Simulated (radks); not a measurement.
Atomic calculation for Cr⁺

- system: the Cr⁺ ion in the configuration [Ar] 3d5 (open shells shared over both j by 2j + 1). The speed of light is set to 685.18 atomic units.
- method: Dirac Kohn-Sham, PBE, spin-unpolarised, spherical densities, point nucleus (the in-house radial solver radks)

Results in brief:

- outcome: converged
- total energy: −1044.0382 hartree
- kinetic energy: 1043.6724 hartree
- electron–nucleus energy: −2475.6331 hartree
- Hartree energy: 436.096203 hartree
- exchange–correlation energy: −48.173641 hartree
- radius at density 0.001 e/bohr³: 3.62 bohr
- SCF iterations: 16
- hardware: 1 CPU thread, shared host

Remarks:

The speed of light is 5 times its true value, so the relativistic shifts and splittings are not those of the real element.

Input:
```
Z 24
configuration [Ar] 3d5
relativity Dirac
functional pbe,pbe
spin unpolarised
j_filling average
nucleus point
c 685.18
```

Energies in input and log are in hartree, lengths in bohr.

Output:
```
1s1/2   1   2.0000        -214.72091906
2s1/2   1   2.0000         -24.43509370
2p1/2   1   2.0000         -20.80116130
2p3/2   1   4.0000         -20.78864988
3s1/2   1   2.0000          -2.92321290
3p1/2   1   2.0000          -1.91654468
3p3/2   1   4.0000          -1.91508653
3d3/2   1   2.0000          -0.36498960
3d5/2   1   3.0000          -0.36487032
Etot -1044.0381587756733
Ekin 1043.672390720249
Encl -2475.63311144003
Eh 436.0962026673675
Exc -48.1736407232599
err 2.9448629593115124e-10
it 16
```

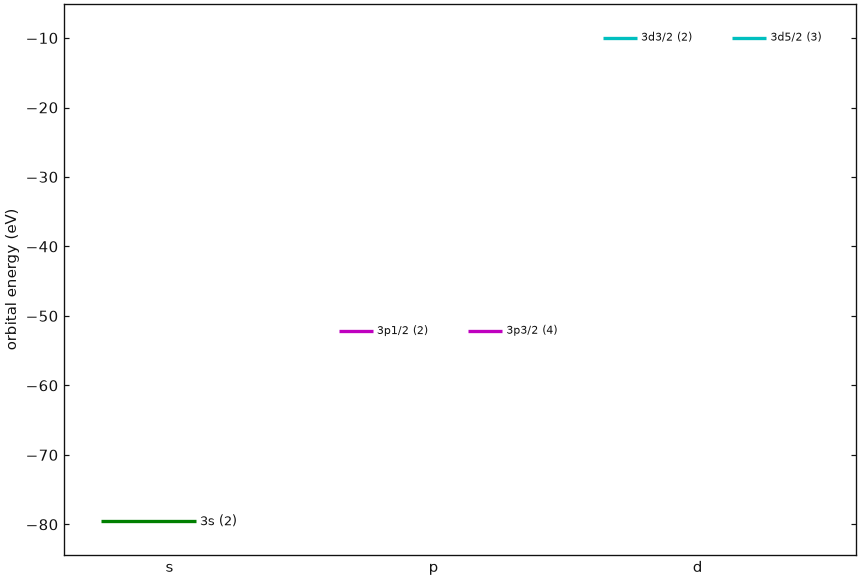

The outer levels are drawn by angular momentum (occupations in brackets, the lower j at the left of each column). The highest occupied level is 3d5/2 at −9.93 eV. From the top down the occupied levels run 3d5/2 (−9.93 eV), 3d3/2 (−9.93 eV), 3p3/2 (−52.1 eV), 3p1/2 (−52.2 eV), 3s (−79.5 eV). Spin-orbit splittings: 3d 0.00325 eV, 3p 0.0397 eV.

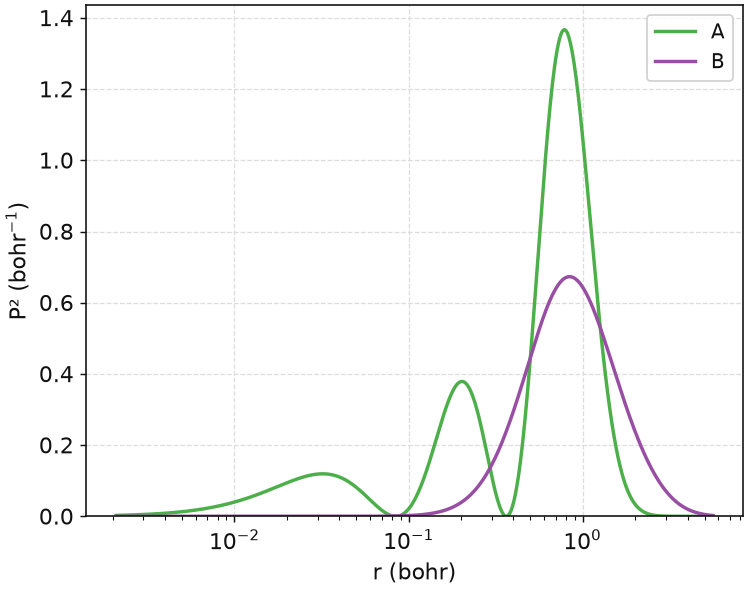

The radial probability densities P² (large components) of 3s and 3d3/2. A is 3s; B is 3d3/2. 3s: outer maximum at 0.784 bohr, ⟨r⟩ = 0.911 bohr, 2 nodes, eigenvalue −79.5 eV; 3d3/2: outer maximum at 0.840 bohr, ⟨r⟩ = 1.41 bohr, 0 nodes, eigenvalue −9.93 eV.

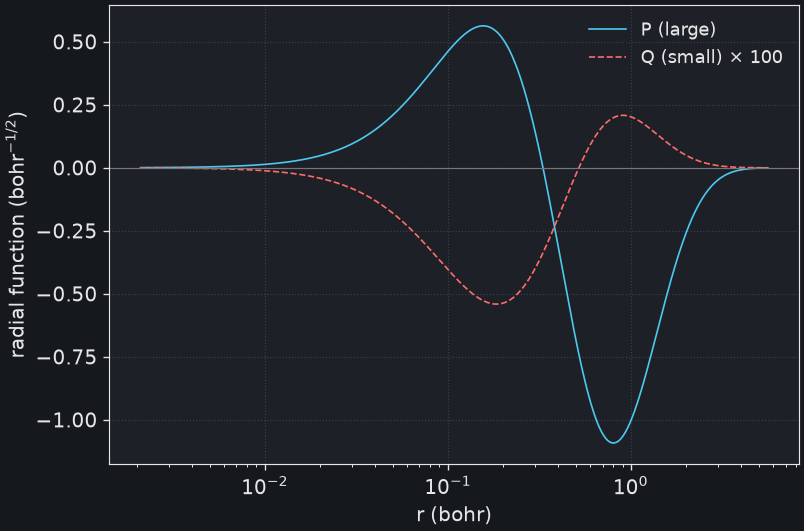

The large and small radial components of the 3p3/2 spinor. The spinor has κ = −2: the large component has l = 1 and 1 radial node (r = 0.331 bohr), the small one has l = 2. The small component carries 0.00095 % of the norm; ⟨r⟩ = 0.971 bohr and the eigenvalue is −52.1 eV.
